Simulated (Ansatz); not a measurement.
# CH6Ge···H2: what the fields show

Input

```
crystal:
  periodic: [false, false, false]
  atoms:
    - { symbol: Ge, position_ang: [0.0, 0.0, 0.0] }
    - { symbol: C, position_ang: [0.0, 0.0, 2.31] }
    - { symbol: H, position_ang: [-0.9996, -0.3092, 2.6805] }
    - { symbol: H, position_ang: [0.7676, -0.7111, 2.6805] }
    - { symbol: H, position_ang: [0.232, 1.0203, 2.6805] }
    - { symbol: H, position_ang: [1.4616, 0.0, -0.5162] }
    - { symbol: H, position_ang: [-0.73, 1.2648, -0.5162] }
    - { symbol: H, position_ang: [-0.73, -1.2648, -0.5162] }
    - { symbol: H, position_ang: [0.6884, -1.615, 0.5833] }
    - { symbol: H, position_ang: [0.5495, -1.2893, 1.5621] }
basis:
  gaussian: { orbitals: def2-SVP }
hamiltonian:
  xc: b3lyp
  dispersion: d4
relax:
  f_tol: 0.15
  max_steps: 25
  restrain:
    - { distance: [0, 8], at: 2.75, k: 30.0 }
    - { distance: [9, 1], at: 2.31, k: 30.0 }
    - { distance: [0, 1], at: 1.96, k: 30.0 }
    - { distance: [9, 8], at: 0.66, k: 30.0 }
output:
  orbitals: {}
```

Run with:

```sh
ansatz run input.yaml --threads 2 --pin off --max-ram 3072MiB --backend cpu --events-out ev --progress --plain --runs-dir out
```

The fields are those of the run's last geometry, not of the input's.

Not at a stationary point (largest force 1.7 eV/Å).

Method: Ansatz, RKS B3LYP-D4/def2-SVP.

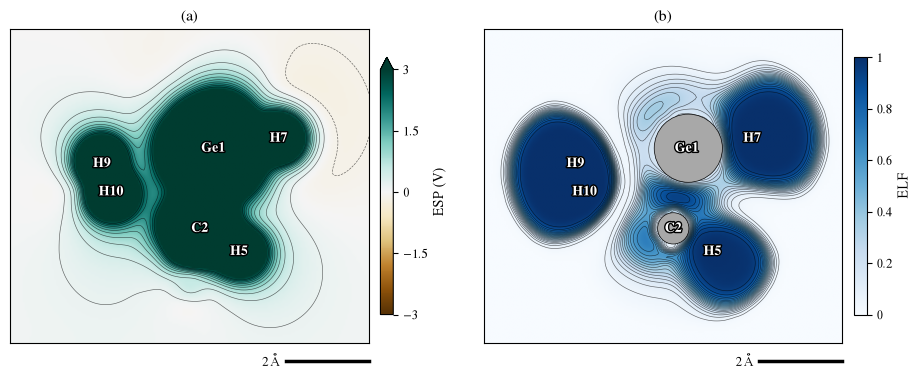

Figure 1. (a) molecular electrostatic potential; (b) ELF on the plane of atoms C2, Ge1 and H7. Grey discs cover the atomic cores in the ELF map.

> What does the map show?

The section cuts through Ge, C and H sites. Ge1···H10 (2.72 Å): the ELF dips to about 0.05 between them. C–Ge (1.97 Å): the ELF peaks at about 0.95 in the valence shell of C, 0.7 Å from its nucleus, and is about 0.70 at the midpoint. H–H (0.72 Å): the ELF is about 1 at the midpoint; a covalent bond by its length. C–H (1.10 Å): the ELF climbs to about 1 towards the hydrogen, as it does in any bond to H: an ordinary covalent bond to hydrogen. Ge–H (1.55 Å): the ELF climbs to about 1 towards the hydrogen. The potential has no marked negative region in this plane.

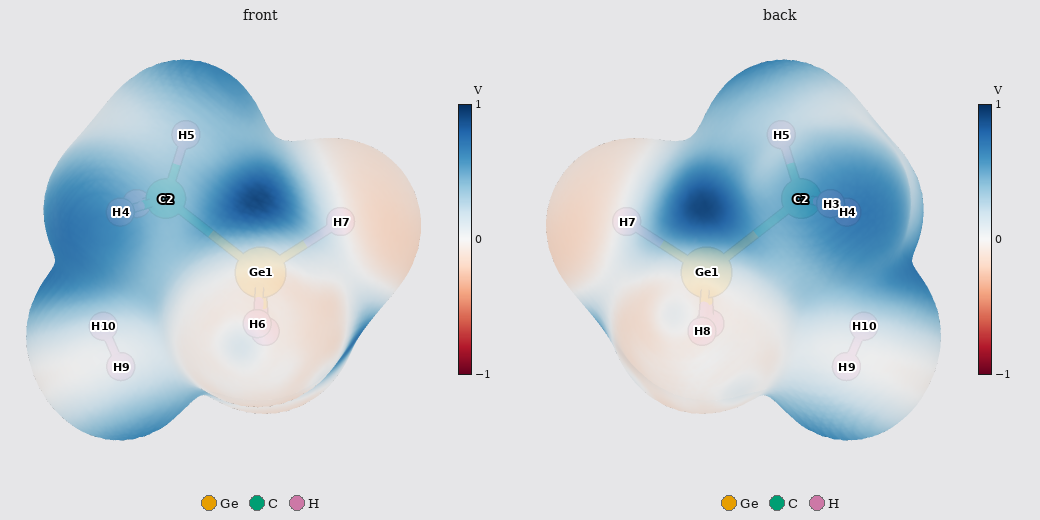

Figure 2. The molecular electrostatic potential painted on the density surface at 0.002 e/bohr³, seen from the front and from behind; the colour scale runs from red (negative) to blue (positive).

> Which sites attract a positive test charge, and which a negative one?

A positive charge is drawn to the negative regions and a negative charge to the positive ones. The most negative region (about −0.2 V) lies over H7, the most positive (about +0.9 V, or +21 kcal/mol for a unit charge) over Ge1.

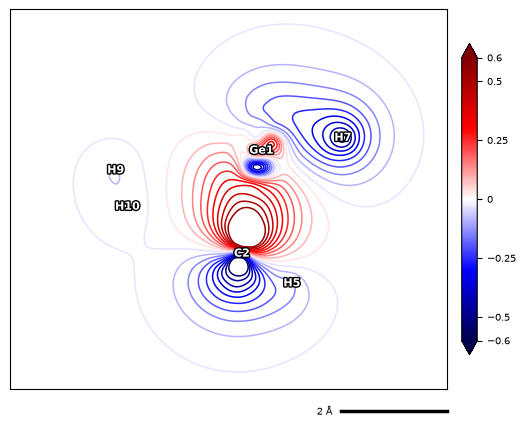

Figure 3. The HOMO on the plane of atoms C2, Ge1 and H7 (values in Å⁻³ᐟ²; the overall sign is arbitrary).

> What is the character of this orbital?

Its weight (Hirshfeld) is mainly on C2 (about 40 %), Ge1 (about 30 %) and H7 (about 15 %). Its energy is −8.66 eV.
